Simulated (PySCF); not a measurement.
## Electronic structure of C6H9OSi (SMILES C#C[C@H]([SiH3])[C](C)C=O) (doublet) in real space

Input

```
{"job": {"kind": "epr", "basis": "pcH-1"}, "charge": 0, "multiplicity": 2}
C      0.866388     2.633000     0.764940
C      0.590392     1.465710     0.776195
C      0.260903     0.072036     0.773250
Si     1.812039    -0.950722     0.139139
C     -0.854842    -0.321012    -0.085116
C     -1.305746     0.564482    -1.186194
C     -1.443755    -1.584893     0.148442
O     -1.054495    -2.387193     1.000283
H      1.097692     3.656211     0.775411
H      0.107442    -0.298565     1.790139
H      1.493702    -2.364646     0.230146
H      2.927062    -0.547247     0.996843
H      2.046629    -0.507353    -1.238248
H     -0.467681     0.825240    -1.835532
H     -2.083395     0.088115    -1.779190
H     -1.692718     1.503515    -0.783747
H     -2.306614    -1.834648    -0.496671
```

Launched as:

```sh
OMP_NUM_THREADS=1 python probes_run.py task.json out
```

Geometry: GFN2-xTB.

All numbers below come from UKS B3LYP, pcH-1 on C H O Si, non-relativistic, mean-field spin-orbit, GIAO in PySCF.

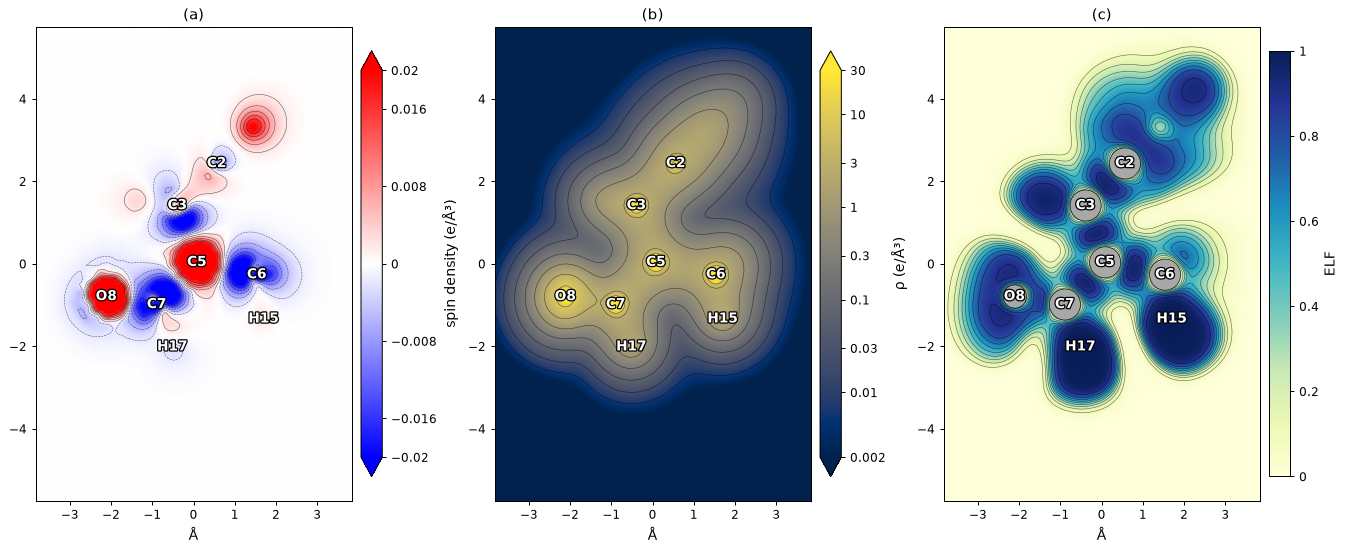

Figure 1. (a) spin density (α minus β); (b) electron density; (c) electron localisation function on the plane of atoms C5, C6 and H15. Grey discs cover the atomic cores in the ELF map.

> Interpret the plot.

- Atoms in the plane: C, O and H.
- C–O (1.23 Å): ρ is about 3.1 e/Å³ halfway; the ELF peaks at about 0.85 between the atoms: a short, strongly polar bond.
- The ELF also peaks beside O8, away from the bonds: non-bonding electrons, paired or unpaired.
- The unpaired spin (1 electron) lies mostly on C5 (about 0.4) and O8 (about 0.3), in electrons by Hirshfeld's partition.

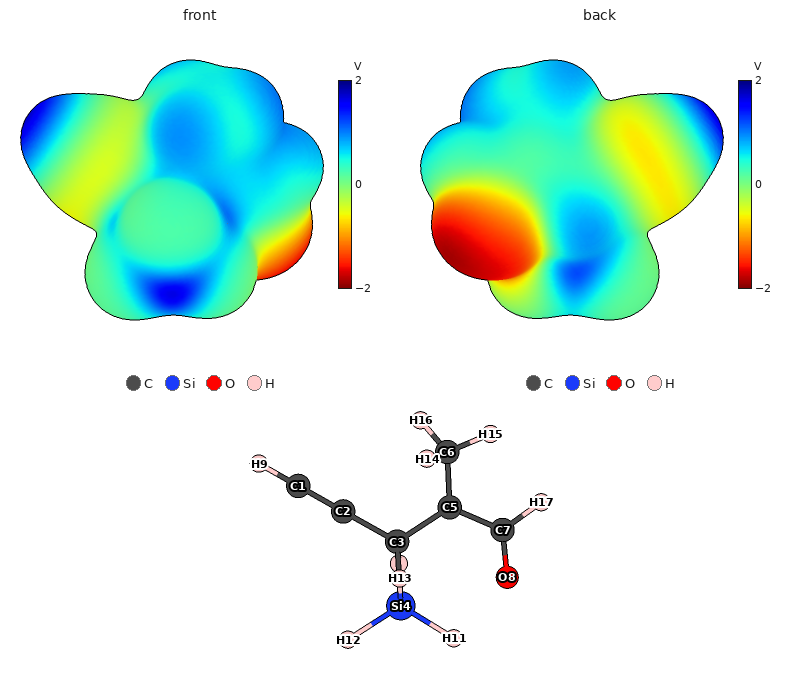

Figure 2. The electrostatic potential painted on the density surface at 0.002 e/bohr³, seen from the front and from behind; the colour scale runs from red (negative) to blue (positive). The bare structure is drawn below in the same view.

> Describe the electrostatic potential map.

The most negative region (about −1.8 V) lies over O8, the most positive (about +1.6 V) over Si4 and H9. O8 is the likeliest acceptor of a hydrogen bond.
